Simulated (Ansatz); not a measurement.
**Saddle-point search, with input and output: BH₅F₂**

The run: saddle-point search of BH₅F₂. Method and program: RKS PBE0-D4/def2-TZVP (Ansatz 0.2.0).

The geometry is a guess of a transition state. The reaction was set up to form B1–F6, H5–F8 and H2–H7 and to break B1–H2, H5–F6 and H7–F8 (atoms counted from 1 in the order of the input); sticks are drawn by distance alone. Figures and captions count atoms from 1; the log counts them from 0 in places.

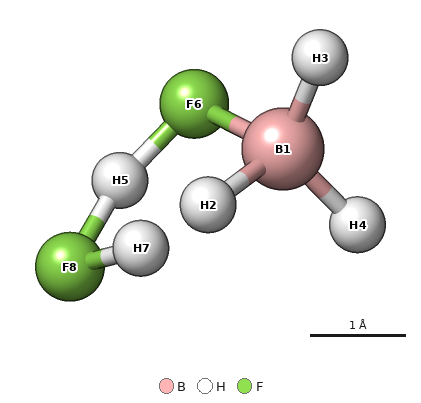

**Figure 1.** The structure as given in the input (ball-and-stick view, seen at a tilt; atoms are numbered from 1 in the order of the input). Bond lengths as drawn: B–F 1.55 Å, B–H 1.21 to 1.30 Å and F–H 1.11 to 1.16 Å.

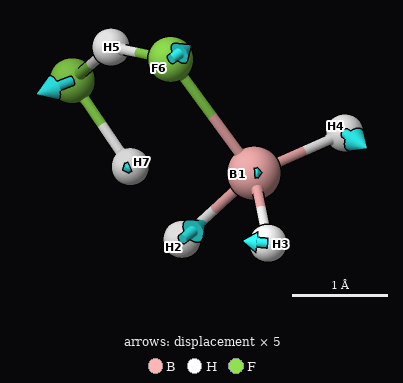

**Figure 2.** The starting structure with the displacements as teal arrows, magnified 5 times (ball-and-stick view, seen at a tilt). The two geometries are laid on each other by the best rigid fit. The largest move after the best rigid fit is that of F8, 0.094 Å. By element the largest moves are F 0.094 Å, H 0.088 Å, B 0.019 Å. Among the contacts that change: B1–H3 1.206 → 1.193 Å, H7–F8 1.115 → 1.125 Å, H5–F8 1.163 → 1.168 Å, H5–F6 1.125 → 1.121 Å. (Atoms are counted from 1 in the order of the input.)

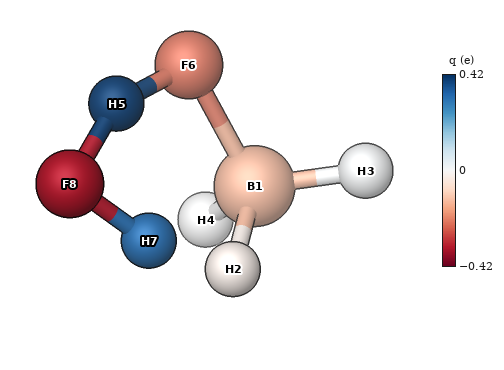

**Figure 3.** Mulliken charges, as the colour of each atom (ball-and-stick view, seen at a tilt; atoms are numbered from 1 in the order of the input). By element: B −0.14, H −0.02 to +0.40 and F −0.34 to −0.23 e.

The input that produced these results follows, with the program's output.

Input file:
```yaml
crystal:
  periodic: [false, false, false]
  atoms:
    - {symbol: B, position_ang: [-0.540362, 0.160480, -0.622974]}
    - {symbol: H, position_ang: [0.312713, -0.822512, -0.643195]}
    - {symbol: H, position_ang: [-0.461214, 0.607027, -1.740162]}
    - {symbol: H, position_ang: [-1.600362, -0.221338, -0.189047]}
    - {symbol: H, position_ang: [0.586943, 0.487572, 1.076684]}
    - {symbol: F, position_ang: [0.058033, 1.183950, 0.369538]}
    - {symbol: H, position_ang: [0.636595, -0.841195, 0.369137]}
    - {symbol: F, position_ang: [1.007654, -0.553884, 1.380119]}
basis:
  gaussian: {orbitals: def2-TZVP}
hamiltonian: {xc: pbe0, dispersion: d4}
saddle:
  f_tol: 0.01
  max_steps: 50
  order_check: false
  mode_guess:
    - [-0.0037, 0.2303, 0.1793]
    - [0.0992, -0.0759, 0.1213]
    - [0.0786, -0.1516, 0.0112]
    - [0.0230, -0.0563, 0.0078]
    - [0.2385, -0.3989, 0.2690]
    - [-0.1322, 0.0338, -0.1763]
    - [-0.2710, 0.0957, -0.5529]
    - [-0.0323, 0.3229, 0.1406]
```

Log:
```
Functional definition: PBE0
  name "PBE0"
  cite "Adamo & Barone, J. Chem. Phys. 110, 6158 (1999) doi:10.1063/1.478522"
  cite "Perdew, Burke & Ernzerhof, Phys. Rev. Lett. 77, 3865 (1996) doi:10.1103/PhysRevLett.77.3865"
  parent pbe
  parameter a = 0.25
  parameter kappa = 0.804
  parameter beta = 0.06672455060314922
  exchange = (1 - a)*pbe_x(kappa = kappa, mu = beta*pi^2/3) + a*exact_x
  correlation = pbe_c(beta = beta)
701 factors; their error is unknown
mean field evaluation 1: about -6185.1650 eV, gradient 3.2e1 eV
mean field evaluation 2: about -6185.3486 eV, gradient 3.4e1 eV
mean field evaluation 4: about -6187.0207 eV, gradient 1.0e0 eV
mean field evaluation 8: about -6187.0298 eV, gradient 1.9e-2 eV
mean field evaluation 16: about -6187.0483 eV, gradient 4.5e-5 eV
mean field -6187.04830196 eV, -227.3698313649 hartree, gradient 4.5e-5 eV, S^2 0.000000; 0 other end points of the search recorded, 0 dependent functions left out
the calculation of the forces begins
reference -6187.04832648 eV, -227.3698322660 hartree; 14, 14 occupied and 109, 109 virtual orbitals, 701 factors
these checks for a lower state are left out or cut short: stability, starts, cluster_reference, orbital_swaps, neighbouring_geometries, increment
701 factors; their error is unknown
mean field -6187.04839077 eV, -227.3698346287 hartree, gradient 1.1e-6 eV, S^2 0.000000; 0 other end points of the search recorded, 0 dependent functions left out
[... from here on the field's lines of each further geometry are left out, up to the last ...]
saddle step   1: F+E_penalty+E_count = -6187.10767503 eV  max|allowed force component| = 2.745e-1 eV/Å  curvature = -7.4126 eV/Å²  mode residual = 3.82e-1 eV/Å²  Δτ_max = 0.0000 Å  (1 rotations, 3 force calls, 68 SCF iters)  cluster: 3 rotations left out, max|force component along them| = 1.640e-7 eV/Å
saddle step   2: F+E_penalty+E_count = -6187.11121737 eV  max|allowed force component| = 1.364e-1 eV/Å  curvature = -8.1192 eV/Å²  mode residual = 5.96e-1 eV/Å²  Δτ_max = 0.0232 Å  (1 rotations, 3 force calls, 71 SCF iters)  cluster: 3 rotations left out, max|force component along them| = 3.179e-8 eV/Å
saddle step   3: F+E_penalty+E_count = -6187.11352863 eV  max|allowed force component| = 8.524e-2 eV/Å  curvature = -8.1011 eV/Å²  mode residual = 2.34e-1 eV/Å²  Δτ_max = 0.0152 Å  (1 rotations, 3 force calls, 75 SCF iters)  cluster: 3 rotations left out, max|force component along them| = 3.057e-8 eV/Å
saddle step   4: F+E_penalty+E_count = -6187.11397042 eV  max|allowed force component| = 5.054e-2 eV/Å  curvature = -7.9891 eV/Å²  mode residual = 1.25e-1 eV/Å²  Δτ_max = 0.0031 Å  (1 rotations, 3 force calls, 74 SCF iters)  cluster: 3 rotations left out, max|force component along them| = 3.318e-8 eV/Å
saddle step   5: F+E_penalty+E_count = -6187.11426461 eV  max|allowed force component| = 2.644e-2 eV/Å  curvature = -7.9321 eV/Å²  mode residual = 6.10e-2 eV/Å²  Δτ_max = 0.0039 Å  (1 rotations, 3 force calls, 75 SCF iters)  cluster: 3 rotations left out, max|force component along them| = 3.299e-8 eV/Å
saddle step   6: F+E_penalty+E_count = -6187.11452996 eV  max|allowed force component| = 2.570e-2 eV/Å  curvature = -7.9128 eV/Å²  mode residual = 7.89e-2 eV/Å²  Δτ_max = 0.0053 Å  (1 rotations, 3 force calls, 74 SCF iters)  cluster: 3 rotations left out, max|force component along them| = 3.259e-8 eV/Å
saddle step   7: F+E_penalty+E_count = -6187.11495171 eV  max|allowed force component| = 3.868e-2 eV/Å  curvature = -7.8634 eV/Å²  mode residual = 1.17e-1 eV/Å²  Δτ_max = 0.0117 Å  (1 rotations, 3 force calls, 71 SCF iters)  cluster: 3 rotations left out, max|force component along them| = 3.151e-8 eV/Å
saddle step   8: F+E_penalty+E_count = -6187.11539468 eV  max|allowed force component| = 1.097e-1 eV/Å  curvature = -7.8835 eV/Å²  mode residual = 4.34e-1 eV/Å²  Δτ_max = 0.0396 Å  (1 rotations, 3 force calls, 71 SCF iters)  cluster: 3 rotations left out, max|force component along them| = 3.164e-8 eV/Å
saddle step   9: F+E_penalty+E_count = -6187.11608925 eV  max|allowed force component| = 3.284e-2 eV/Å  curvature = -7.8286 eV/Å²  mode residual = 3.69e-1 eV/Å²  Δτ_max = 0.0168 Å  (1 rotations, 3 force calls, 71 SCF iters)  cluster: 3 rotations left out, max|force component along them| = 2.450e-8 eV/Å
saddle step  10: F+E_penalty+E_count = -6187.11613751 eV  max|allowed force component| = 1.891e-2 eV/Å  curvature = -7.7991 eV/Å²  mode residual = 2.71e-1 eV/Å²  Δτ_max = 0.0046 Å  (1 rotations, 3 force calls, 71 SCF iters)  cluster: 3 rotations left out, max|force component along them| = 2.309e-8 eV/Å
the calculation of the forces begins
reference -6187.05710332 eV, -227.3701548092 hartree; 14, 14 occupied and 109, 109 virtual orbitals, 701 factors
701 factors; their error is unknown
mean field -6187.05691239 eV, -227.3701477927 hartree, gradient 7.1e-5 eV, S^2 0.000000; 1 other end points of the search recorded, 0 dependent functions left out
the calculation of the forces begins
reference -6187.05693711 eV, -227.3701487010 hartree; 14, 14 occupied and 109, 109 virtual orbitals, 701 factors
saddle step  11: F+E_penalty+E_count = -6187.11614975 eV  max|allowed force component| = 7.772e-3 eV/Å  curvature = -7.5800 eV/Å² (error put at 0.0147; -7.5946 at half of saddle.amplitude)  mode residual = 2.43e-1 eV/Å²  Δτ_max = 0.0029 Å  (1 rotations, 10 force calls, 220 SCF iters)  cluster: 3 rotations left out, max|force component along them| = 2.257e-8 eV/Å
Total energy: -6187.11617447 eV, -227.3723256338 hartree
Atom 0 at    -0.558832     0.159958    -0.626226 Å, force     0.004122     0.001586     0.004193 eV/Å
Atom 1 at     0.249140    -0.856911    -0.592847 Å, force    -0.001079     0.001809     0.000679 eV/Å
Atom 2 at    -0.406660     0.610556    -1.720830 Å, force    -0.001641     0.001455     0.001590 eV/Å
Atom 3 at    -1.638004    -0.194347    -0.256505 Å, force    -0.000580     0.000491    -0.001414 eV/Å
Atom 4 at     0.600812     0.490951     1.071723 Å, force    -0.002803     0.001993    -0.003518 eV/Å
Atom 5 at     0.003517     1.164207     0.404268 Å, force    -0.001181    -0.003515    -0.004645 eV/Å
Atom 6 at     0.655757    -0.845104     0.367102 Å, force     0.004526     0.000766     0.007772 eV/Å
Atom 7 at     1.094271    -0.529210     1.353415 Å, force    -0.001363    -0.004585    -0.004657 eV/Å
Dipole moment:     0.152977    -0.082544     0.087620 e Å
```

Summary:

| quantity | value |
| --- | --- |
| outcome | converged |
| total energy | −6187.1162 eV |
| mean-field energy | −6187.0569 eV |
| dispersion energy | −0.0592 eV |
| largest force (length of the vector) at the end | 0.009 eV/Å |
| dipole moment | 0.93 D |
| hardware | 2 CPU threads, shared host |
| wall time | 37 s (CPU time 68 s) |
| peak memory | 0.22 GiB |

Notes:

The order of the saddle point was not checked.
